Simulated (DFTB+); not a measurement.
**Geometry relaxation of CH5AlO**

CH5AlO, computed with GFN2-xTB, R-SCC, dispersion built in (DFTB+ 25.1).

The geometry comes from this level: GFN2-xTB.

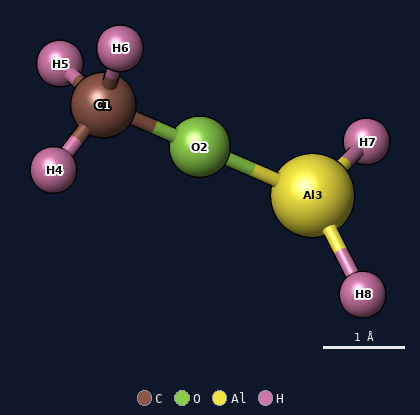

Fig. 1: The structure as given in the input (ball-and-stick view, seen at a tilt; atoms are numbered from 1 in the order of the input). Sticks mark near contacts. Bond lengths as drawn: Al–H 1.53 Å, Al–O 1.64 Å, C–H 1.09 Å and C–O 1.40 Å.

## Results in brief

| quantity | value |
| --- | --- |
| outcome | converged |
| Mermin free energy | −9.887920 hartree |
| basis functions | 22 |
| largest force | 0.028 eV/Å |
| HOMO | −10.91 eV |
| LUMO | −5.94 eV |
| dipole moment | 1.51 D |
| hardware | 1 thread of Intel Xeon (Granite Rapids), 32 GiB of memory available, shared host |
| peak memory | 0.071 GiB |

## Notes

Settings chosen away from the usual ones: gtol.

## The input (dftb_in.hsd)
```
Geometry = GenFormat {
  <<< "mol.gen"
}

Driver = GeometryOptimisation {
  Optimiser = Rational {}
  MaxSteps = 200
  Convergence = {
    GradElem = 0.001
  }
  AppendGeometries = Yes
}

Hamiltonian = xTB {
  Method = "GFN2-xTB"
  SCCTolerance = 1e-08
}

Analysis = {
  PrintForces = Yes
}

Options = {
  WriteResultsTag = Yes
}

InputVersion = 25.1
```

## File mol.gen
```
8 C
C O Al H
   1  1     -0.529740      1.185050     -0.427750
   2  2      0.012590     -0.030760      0.011880
   3  3      0.650280     -1.454480      0.524800
   4  4     -1.204770      1.008090     -1.267310
   5  4      0.270570      1.855540     -0.748210
   6  4     -1.086720      1.658460      0.384440
   7  4      2.075810     -1.487150      1.086320
   8  4     -0.188010     -2.734740      0.435830
```

Launch command:
```bash
dftb+ > run.log
```

## Output
```
|  DFTB+ development version (commit: a23bfb2)

Reading input file 'dftb_in.hsd'
Parser version: 14

--------------------------------------------------------------------------------

Processed input in HSD format written to 'dftb_pin.hsd'

Starting initialization...
--------------------------------------------------------------------------------
OpenMP threads:              1
Chosen random seed:          184680270
Current stacksize:           unlimited
Mode:                        Geometry optimisation relaxation
Self consistent charges:     Yes
SCC-tolerance:                 0.100000E-07
Max. scc iterations:                    100
Shell resolved Hubbard:      Yes
Spin polarisation:           No
Nr. of up electrons:             9.000000
Nr. of down electrons:           9.000000
Periodic boundaries:         No
Electronic solver:           Relatively robust
Mixer:                       Broyden mixer
Mixing parameter:                  0.200000
Nr. of chrg. vec. in memory:            100
Max. SCC-cycles:                        100
Max. nr. of geometry steps:             200
tblite library version:      0.3.0
-> parametrization:          GFN2-xTB
-> repulsion:                Yes
-> dispersion:               Yes
-> halogen bonding:          No
-> electrostatics:           Yes
   -> isotropic:             Yes
   -> anisotropic:           Yes
   -> third-order:           Yes
Electronic temperature:              0.950045E-03 H      0.258520E-01 eV
Initial charges:             Set automatically (system chrg:   0.000E+00)
Included shells:             C:  s, p
                             O:  s, p
                            Al:  s, p, d
                             H:  s
Extra options:
                             Mulliken analysis
                             Force calculation
Force type                   original

--------------------------------------------------------------------------------

***  Geometry step: 0

 iSCC Total electronic   Diff electronic      SCC error
    1   -0.98436143E+01    0.00000000E+00    0.31322965E+01
    2   -0.99112102E+01   -0.98436143E+01    0.28413124E+01
    3   -0.99152949E+01   -0.67595861E-01    0.96266945E+00
    4   -0.99477071E+01   -0.40846500E-02    0.80713588E+00
    5   -0.99663276E+01   -0.32412258E-01    0.26167865E+00
    6   -0.99739395E+01   -0.18620486E-01    0.10632207E+00
    7   -0.99738275E+01   -0.76118623E-02    0.76799760E-01
    8   -0.99746245E+01    0.11196078E-03    0.25595304E-01
    9   -0.99746726E+01   -0.79695386E-03    0.16460323E-01
   10   -0.99747772E+01   -0.48115755E-04    0.21649273E-02
   11   -0.99747938E+01   -0.10467262E-03    0.41839104E-02
   12   -0.99747821E+01   -0.16571310E-04    0.96018496E-03
   13   -0.99747788E+01    0.11746208E-04    0.21995196E-03
   14   -0.99747785E+01    0.32903093E-05    0.14197187E-03
   15   -0.99747783E+01    0.25771586E-06    0.67631475E-05
   16   -0.99747783E+01    0.21832089E-06    0.14925267E-05
   17   -0.99747783E+01    0.10166644E-07    0.64886693E-06
   18   -0.99747783E+01   -0.96807362E-09    0.23073816E-06
   19   -0.99747783E+01   -0.27950708E-08    0.16513124E-06
   20   -0.99747783E+01    0.17560176E-09    0.35440574E-07
   21   -0.99747783E+01   -0.32162362E-09    0.23462416E-07
   22   -0.99747783E+01    0.11318235E-09    0.48368347E-08

Total Energy:                       -9.8879197389 H         -269.0640 eV
Extrapolated to 0K:                 -9.8879197389 H         -269.0640 eV
Total Mermin free energy:           -9.8879197389 H         -269.0640 eV
Force related energy:               -9.8879197389 H         -269.0640 eV

total energy  -9.8879197E+00 H       energy change -9.8879197E+00 H
gradient norm  7.9906971E-04 H/a0    max. gradient  5.3024892E-04 H/a0
step length    0.0000000E+00 a0      max. step      0.0000000E+00 a0

Geometry converged

--------------------------------------------------------------------------------
--------------------------------------------------------------------------------
SCC                                    +       0.01 ( 81.9%)       0.01 ( 88.2%)
--------------------------------------------------------------------------------
Missing                                +       0.00 ( 18.1%)       0.00 ( 11.8%)
Total                                  =       0.01 (100.0%)       0.02 (100.0%)
--------------------------------------------------------------------------------
```

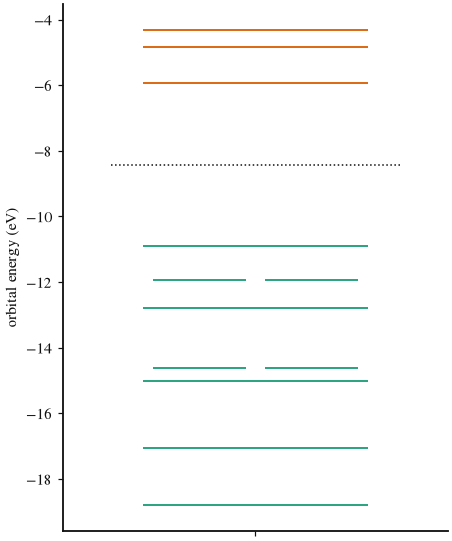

Fig. 2: Orbital energies near the frontier; the dotted line parts filled from empty levels, and levels within 0.02 eV of each other stand side by side. Highest filled −10.91 eV, lowest empty −5.94 eV, 4.97 eV apart.
